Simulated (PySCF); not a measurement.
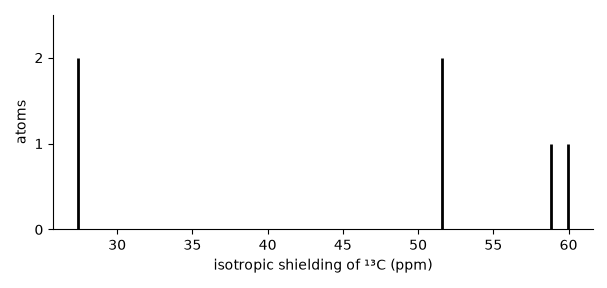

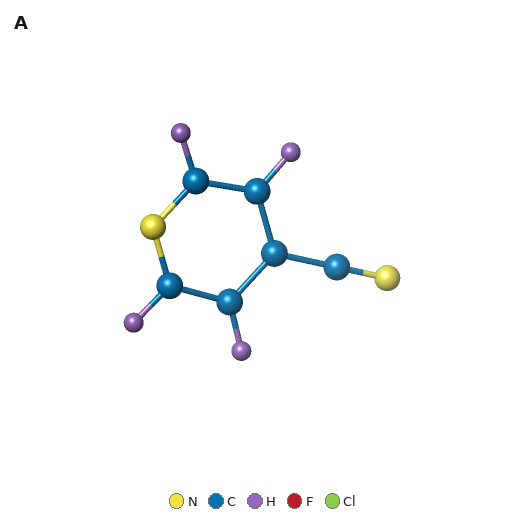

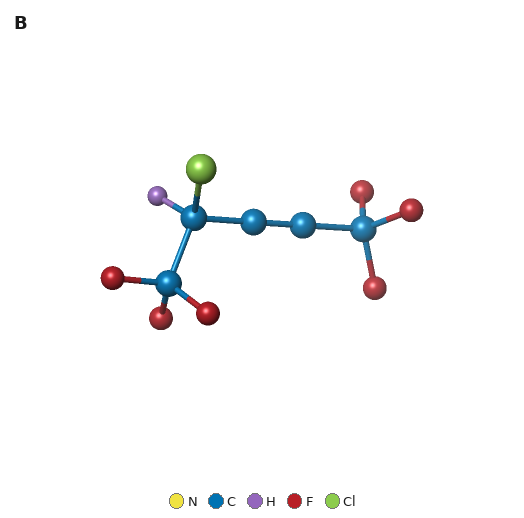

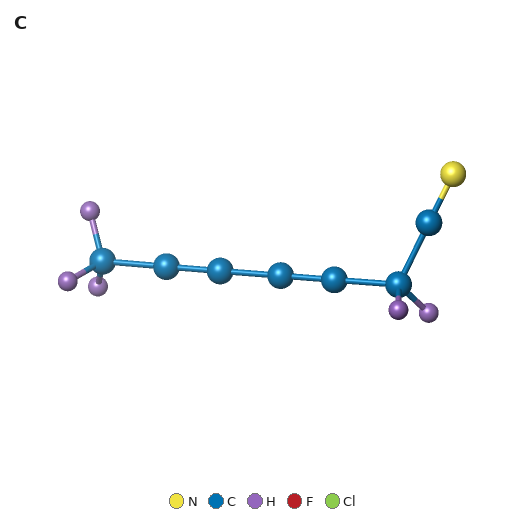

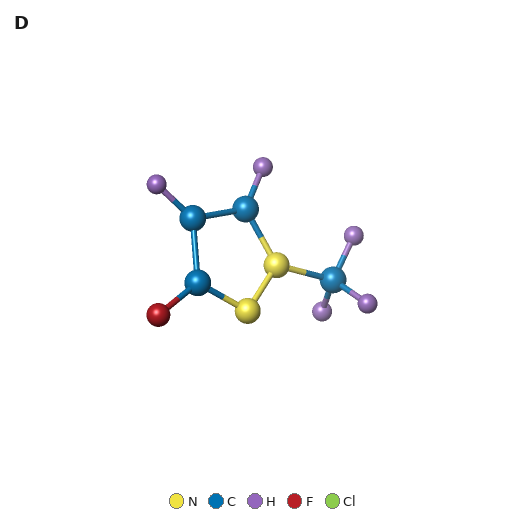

The sticks are computed shieldings of one of the molecules, for one fixed geometry (PBE0-D3(BJ)/def2-SVP) without averaging over rotations. Low shielding means a high chemical shift. Method: GIAO PBE0/pcSseg-1 NMR shielding, non-relativistic, IEF-PCM chloroform (PySCF 2.14.0).

Match the spectrum to a structure.

A, `N#Cc1ccncc1`. Its 6 C atoms give lines at 27.4 (2 atoms), 51.6 (2 atoms), 58.8, 60.0 ppm.
